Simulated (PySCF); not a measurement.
# C5H9ClO2Si: what the fields show

The calculation's input:

```
{"job": {"kind": "nmr", "xc": "PBE0", "basis": "pcSseg-1"}, "charge": 0, "multiplicity": 1}
C     -2.305939    -0.029156    -1.048722
C     -1.830403     0.262479     0.145863
C     -0.695517    -0.452041     0.822980
C      0.288777     0.550397     1.453460
O      0.933811     1.359159     0.509682
C      1.956633     0.672538    -0.212443
Si     1.155320    -0.839437    -1.061396
Cl     2.367840    -2.422831    -1.209631
O     -0.006298    -1.325873    -0.038505
H     -1.900614    -0.834485    -1.637232
H     -3.124837     0.520068    -1.479252
H     -2.255224     1.060489     0.738144
H     -1.103113    -1.077882     1.631233
H      1.030503    -0.011662     2.041551
H     -0.255049     1.227858     2.115752
H      2.356144     1.412778    -0.903777
H      2.762753     0.398178     0.484570
H      0.616452    -0.464258    -2.363933
```

Command:

```sh
OMP_NUM_THREADS=1 python probes_run.py task.json out
```

Geometry: GFN2-xTB.

Method: PySCF, PBE0/pcSseg-1, SCF density, gas phase, non-relativistic.

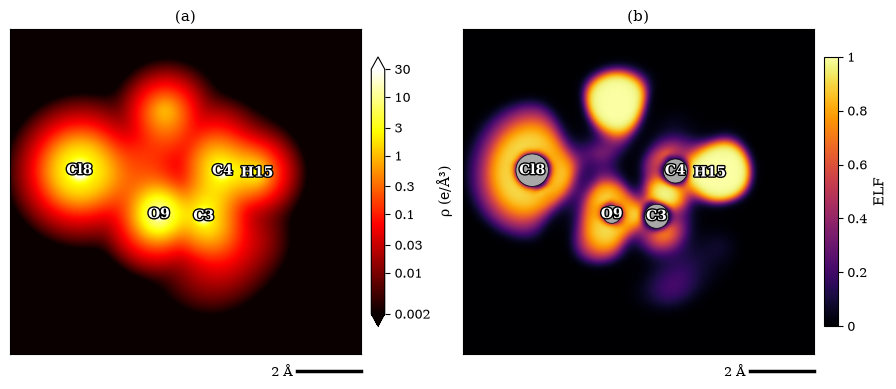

Figure 1. (a) electron density; (b) electron localisation function on the plane of atoms C4, C3 and O9. Grey discs cover the atomic cores in the ELF map.

> Interpret the plot.

- Atoms in the plane: C, Cl, O and H.
- C–O (1.41 Å): ρ is about 2 e/Å³ halfway, with its minimum of 1.7 e/Å³ about 0.5 Å from C; the ELF peaks at about 0.90 between the atoms: a shared but strongly polarised pair.
- C–H (1.09 Å): ρ is about 2 e/Å³ halfway; the ELF climbs to about 1 towards the hydrogen, as it does in any bond to H (an ordinary covalent bond to hydrogen).
- The ELF also peaks beside O9 and Cl8, away from the bonds: lone-pair regions.

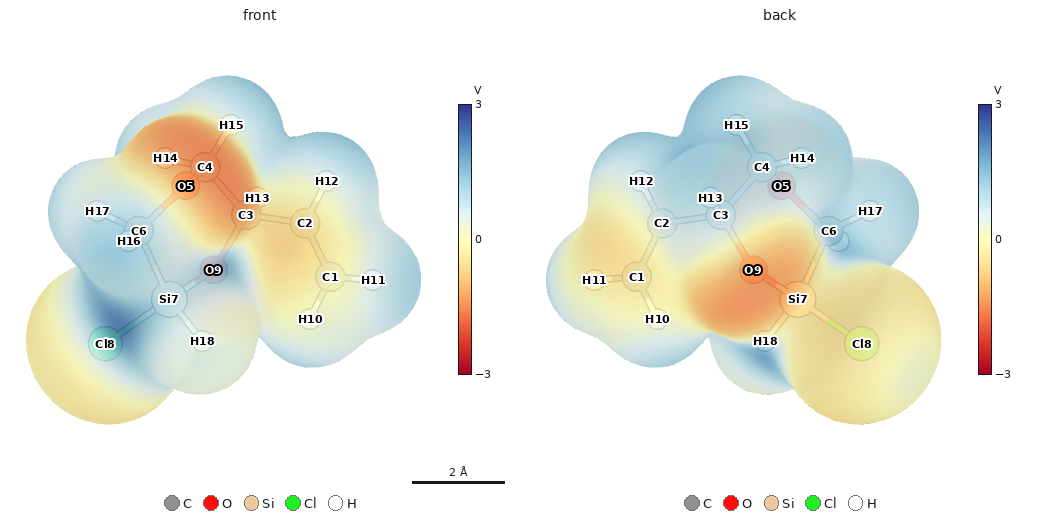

Figure 2. The molecular electrostatic potential painted on the density surface at 0.004 e/bohr³, seen from the front and from behind; the colour scale runs from red (negative) to blue (positive).

> Describe the electrostatic potential map.

The most negative region (about −1.5 V, or −35 kcal/mol for a unit charge) lies over O5, the most positive (about +2.1 V, or +48 kcal/mol for a unit charge) over Si7. Cl8 shows a σ-hole: about +0.2 V at the tip opposite its bond, against about −0.3 V, or −7 kcal/mol for a unit charge on its flanks. O5 is the likeliest acceptor of a hydrogen bond.
